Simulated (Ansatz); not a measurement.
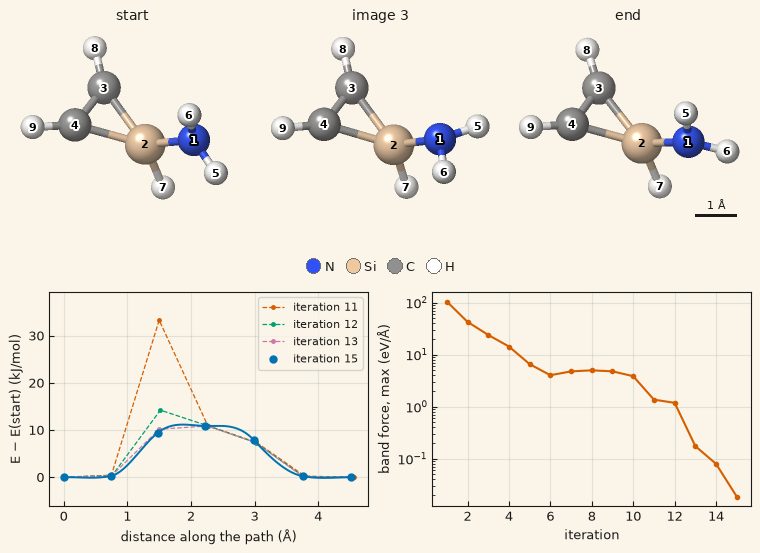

A search for the minimum-energy path of C$_{2}$H$_{5}$NSi by the nudged elastic band. Images are numbered from 0 (start) to 6 (end). The plot follows the band through its iterations. The picture is a ball-and-stick view, seen from a free direction.

Level of theory: RKS PBE-D4/def2-SVP in Ansatz 0.2.0. Settings: 5 movable images; climbing image; force threshold 0.05 eV/Å; iteration limit 60; starting path through a guess of the saddle point.

How did the profile develop, and is the result final?

The result is final at these settings. The band converged in 15 iterations. The largest component of the band force went from 100 to 0.019 eV/Å. The climbing image converged on the top of the path. Its vibrational analysis gives one imaginary mode (102i cm⁻¹), as a transition state must have. The first iteration put the highest image at 2736.5 kJ/mol. The barrier is about 10.9 kJ/mol in both directions, with image 3 at the top; the ends have the same energy.
